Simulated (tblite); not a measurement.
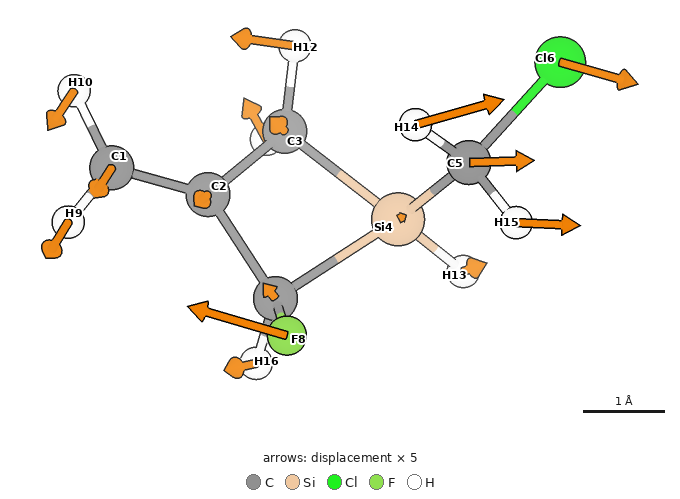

This is a relaxation of C$_{5}$H$_{8}$ClFSi. The starting structure is drawn; orange arrows show the displacements, magnified 5 times. The two geometries are superimposed by the best rigid fit.

The picture is a ball-and-stick view, seen at a tilt.

Theory: GFN2-xTB geometry optimisation, gas phase in tblite 0.8.0. 

### What happened in the run?

The largest move after the best rigid fit is that of the F atom, 0.27 Å. By element the largest moves are F 0.27 Å, H 0.23 Å, Cl 0.22 Å, C 0.17 Å, Si 0.03 Å. Near-neighbour distances that change, for instance: C–Si 1.833 → 1.905 Å, C–Si 1.869 → 1.916 Å, C–C 1.555 → 1.512 Å, C–Si 1.904 → 1.939 Å. Bond angles that change, for instance: Si–C–F 112.3° → 119.4°, C–Si–H 117.8° → 111.8°, F–C–H 111.2° → 105.6°. After 77 geometry steps the energy has fallen by 0.332 eV. The run took 0.52 s on 1 thread of Arm Neoverse V2 (shared host).
